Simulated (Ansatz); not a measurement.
## How far to go with the plane-wave cutoff: BaTiO₃ (P4mm, 5 atoms in the cell)

```xyz
5
Lattice="4.0120 0.0000 0.0000 0.0000 4.0120 0.0000 0.0000 0.0000 4.0120" Properties=species:S:1:pos:R:3 pbc="T T T"
Ba     0.0000     0.0000     0.0500
Ti     2.0060     2.0060     2.0060
O      2.0060     0.0000     2.0060
O      0.0000     2.0060     2.0060
O      2.0060     2.0060     0.0000
```

Method: PBE (plane waves, PAW; Ansatz, a first-principles code).

Base settings: basis.ecutwfc = 30.9 Ry; kpoints.mp_grid.grid = 6 6 6; hamiltonian.xc = pbe; hamiltonian.pseudopotentials = {kind: paw} (the program's default PAW files); scf.occupations.method = fermi_dirac; scf.occupations.width = 0.0007 Ry.

The second cell is the first with its lattice scaled by 0.98.

The mesh stays at the base's, so the ladder's end is converged at best in this setting alone.

The first pressure column holds Ansatz's estimate of the finite-basis (Pulay) stress, which hides part of the cutoff error; the other is without it.

Only quantities that move along the ladder and can be compared are tabulated.

The count of work is k-points × plane waves × bands × iterations; it is no time. 

The starting cell has typed, rounded lattice constants, without a prior relaxation at this level. Its lattice was rescaled by up to half a per cent. One atom was moved a little off its site on purpose.

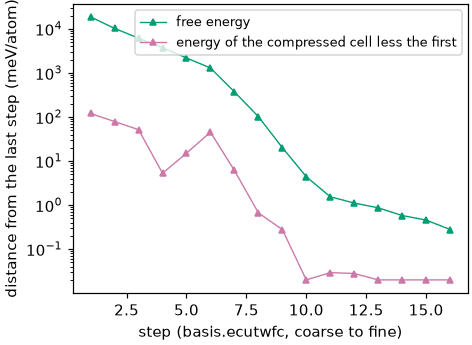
*Distance from the last step along the ladder; very small values are drawn at a floor.*

| basis.ecutwfc | free energy less the last step's (meV/atom) | energy of the compressed cell less the first (meV/atom) | pressure (GPa) | pressure without the Pulay estimate (GPa) | largest difference of a force vector from the last step's (eV/Å) | count of work / last |
|---|---|---|---|---|---|---|
| 10.7 Ry | 18707.46 | 150.56 | 33.38 | -488.65 | 0.249 | 0.088 |
| 12.5 Ry | 10229.46 | 109.28 | 27.88 | -333.94 | 0.082 | 0.096 |
| 14 Ry | 6167.71 | 82.07 | 10.41 | -238.66 | 0.049 | 0.096 |
| 15.4 Ry | 3733.82 | 35.88 | -0.05 | -167.51 | 0.021 | 0.13 |
| 16.9 Ry | 2189.47 | 15.54 | -3.41 | -112.72 | 0.034 | 0.12 |
| 18.4 Ry | 1295.03 | -14.58 | -4.49 | -75.29 | 0.089 | 0.12 |
| 21.7 Ry | 371.91 | 24.49 | -0.28 | -27.06 | 0.042 | 0.16 |
| 24.6 Ry | 101.93 | 31.27 | 1.18 | -8.54 | 0.007 | 0.19 |
| 27.9 Ry | 20.13 | 30.88 | 0.97 | -1.39 | 0.001 | 0.22 |
| 30.9 Ry | 4.40 | 30.59 | 0.97 | 0.43 | 0.000 | 0.26 |
| 33.8 Ry | 1.54 | 30.63 | 0.97 | 0.88 | 0.000 | 0.30 |
| 37.1 Ry | 1.11 | 30.63 | 0.97 | 0.96 | 0.000 | 0.37 |
| 41.5 Ry | 0.87 | 30.61 | 0.97 | 0.95 | 0.000 | 0.41 |
| 46.3 Ry | 0.58 | 30.61 | 0.97 | 0.96 | 0.000 | 0.49 |
| 54 Ry | 0.46 | 30.61 | 0.97 | 0.97 | 0.000 | 0.62 |
| 61.7 Ry | 0.28 | 30.61 | 0.97 | 0.95 | 0.000 | 0.76 |
| 74.2 Ry | 0.00 | 30.60 | 0.97 | 0.96 | 0.000 | 1.0 |

Coarsest basis.ecutwfc that holds the forces within 0.005 eV/Å of the last step, with all finer ones: 27.9 Ry, at 0.22 of the last step's count of work; the step before is off by 0.007 eV/Å.

Coarsest basis.ecutwfc that holds the energy of the compressed cell less the first within 0.5 meV/atom of the last step, with all finer ones: 27.9 Ry, at 0.22 of the last step's count of work; the step before is off by 0.67 meV/atom.

Coarsest basis.ecutwfc that holds the pressure within 0.1 GPa of the last step, with all finer ones: 27.9 Ry, at 0.22 of the last step's count of work; the step before is off by 0.21 GPa.

The energy difference between the two cells stays within 1 meV/atom of the last step's from 24.6 Ry on, the total only from 41.5 Ry on: much of the error is common to both cells and cancels.

At the lowest cutoff the pressure without the Pulay estimate lies 490 GPa under the last step's, the usual sign of Pulay stress in an incomplete plane-wave basis.

Keys are those of Ansatz 0.2.
